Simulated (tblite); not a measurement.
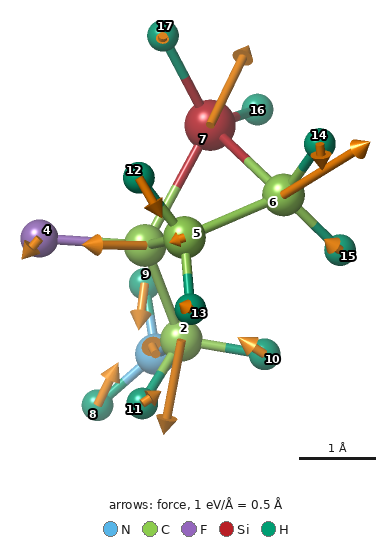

Starting geometry of C₄H₁₀FNSi with the computed forces as orange arrows. The picture is a ball-and-stick view, seen from a free direction.

Level of theory: GFN2-xTB geometry optimisation, gas phase (tblite). 

What follows when this structure is relaxed?

It isn't relaxed: the largest force vector, on a C atom, is 3.39 eV/Å. The final displacements have little in common with the starting forces (cosine between the two patterns 0.20). After 75 geometry steps the energy has fallen by 95.0 kJ/mol. An H atom moves most after the best rigid fit: 1.02 Å. Largest moves by element: H 1.02 Å, C 0.44 Å, N 0.31 Å, F 0.23 Å, Si 0.22 Å. Near-neighbour distances that change, for instance: C–Si 1.836 → 1.936 Å, C–Si 1.847 → 1.912 Å, C–C 1.471 → 1.530 Å, C–H 1.127 → 1.089 Å. Among the angles between lasting bonds that change: C–C–C 90.8° → 99.7°, C–Si–H 109.7° → 117.1°, C–C–H 115.7° → 108.4°. Groups turn about C–N by about 45°, C–Si by about 25°, C–C by about 25°. Cost: 1.5 s on 1 thread of Intel(R) Xeon(R) Processor @ 2.50GHz, on a shared host.
